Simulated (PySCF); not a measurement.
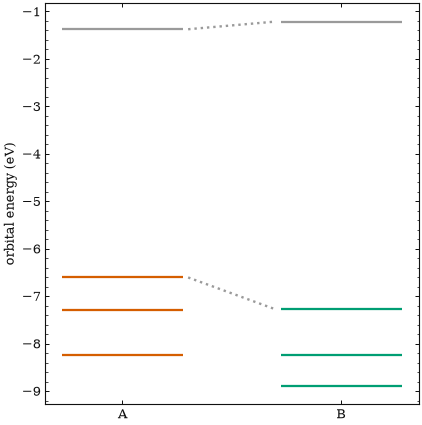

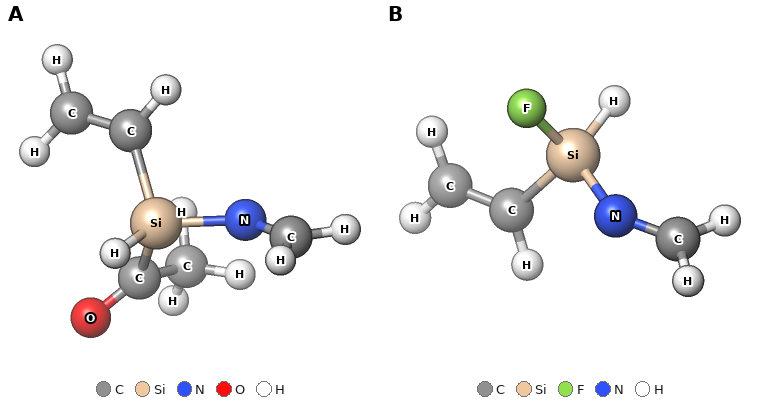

Related molecules: A is C₅H₉NOSi, SMILES C=C[Si@H](N=C)C(C)=O; B is C₃H₆FNSi, SMILES C=C[Si@@H](F)N=C. Frontier orbital energies, PBE0/def2-SVPD in PySCF, at a GFN2-xTB geometry (no frequency check); drawn are at most three filled levels and, in grey, the LUMO with any level within 0.03 eV of it; dotted lines join the HOMOs and the LUMOs.

What does the change do to the frontier levels?

Answer. From A to B the HOMO falls by 0.67 eV and the LUMO rises by 0.16 eV, so the separation goes from 5.23 to 6.07 eV.

Caveats, for all or some of the runs: one conformer of a flexible molecule; the tight-binding geometry is rougher than a DFT one and adds to the error.
